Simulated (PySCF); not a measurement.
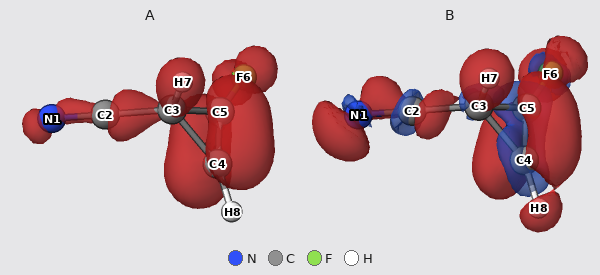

Figure 1: C4H2FN, SMILES `N#CC1C=C1F`. The Fukui function f⁻ from two separate SCF calculations and the density of the HOMO, at ±0.03 e/Å³ (red positive, blue negative).

Computed with PySCF, TPSS/6-31+G*, geometry: GFN2-xTB. No frequency check shows the geometry to be a minimum.

### Which panel is which, and how good is the frozen-orbital picture?

B is f⁻ (it has negative regions), A the HOMO density. The HOMO lies on C4 (37 %), C5 (26 %) and F6 (11 %); f⁻ (Hirshfeld-condensed) is largest on C4 (0.20), N1 (0.20) and C5 (0.16); the vertical ionisation energy is 10.52 eV. Relaxation shifts 28 % of the electron between atoms. The orbital energy is −7.29 eV.
